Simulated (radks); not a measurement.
System: a free N atom, configuration [He] 2s2 2p3 (high spin). Theory: scalar-relativistic Kohn-Sham, LDA (Slater exchange, Perdew-Wang correlation), spin-polarised, spherical densities, finite nucleus (computed with the in-house radial solver radks).

Wanted: the number of electrons inside radius r (solid) and the radial density 4πr²ρ (dashed).

The count levels off at 7 electrons. Half of them lie within 0.954 bohr, 90 % within 2.14 bohr and 99 % within 3.58 bohr. The radial density has a minimum at 0.504 bohr, where the count stands at 2.2; this parts the shells that the density resolves.

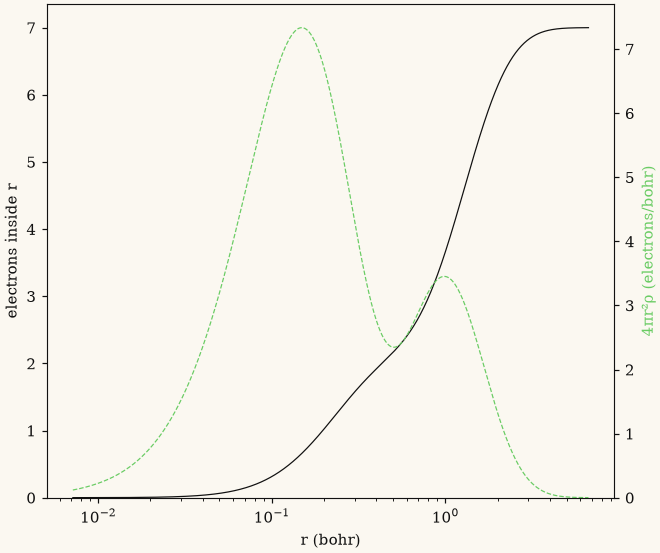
